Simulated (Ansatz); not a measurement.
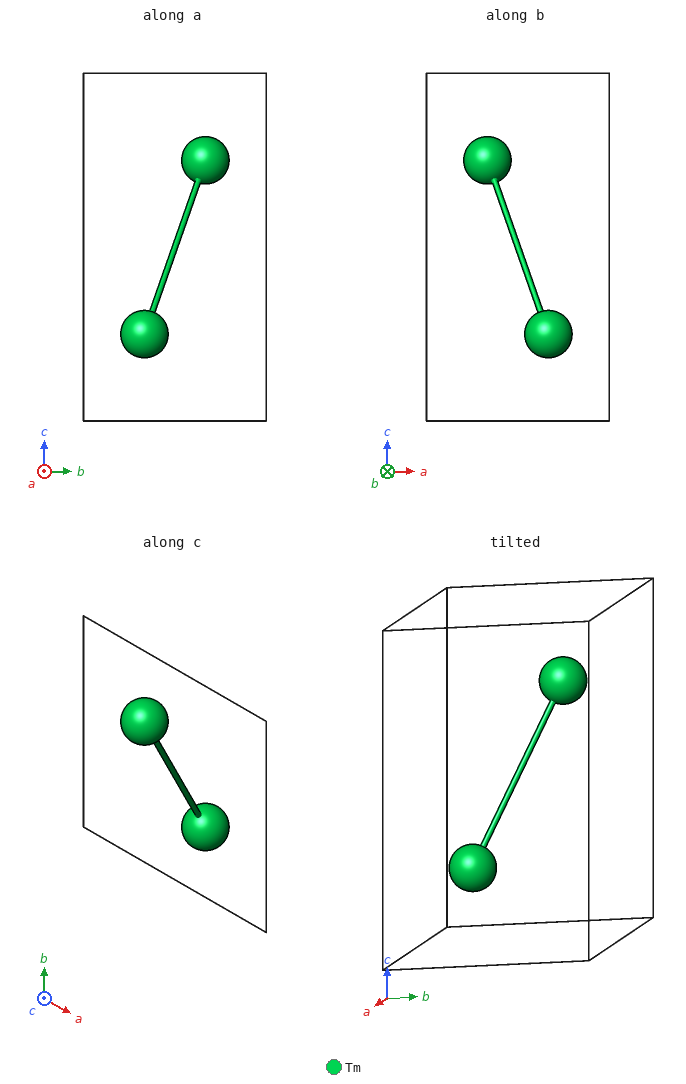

An orthographic ball-and-stick view of the structure, along the a axis, along the b axis, along the c axis and slightly off an axis. One conventional unit cell is framed, with atoms on its boundary repeated.

Lattice parameters: a = 3.4117 Å, b = 3.4117 Å, c = 5.6173 Å, α = 90.000°, β = 90.000°, γ = 120.000°.

**Transcribe the picture into a CIF in P1 with every atom of the cell.**

```cif
data_structure
_symmetry_space_group_name_H-M 'P 1'
_symmetry_Int_Tables_number 1
_cell_length_a 3.4117
_cell_length_b 3.4117
_cell_length_c 5.6173
_cell_angle_alpha 90.000
_cell_angle_beta 90.000
_cell_angle_gamma 120.000
_cell_volume 56.62
loop_
_atom_site_label
_atom_site_type_symbol
_atom_site_fract_x
_atom_site_fract_y
_atom_site_fract_z
_atom_site_occupancy
Tm1 Tm 0.3333 0.6667 0.7500 1
Tm2 Tm 0.6667 0.3333 0.2500 1
```

Starting structure: the standard structure of this element. Earlier steps of the study may have refined or changed the cell and positions. It was set up as input for a calculation with Ansatz.
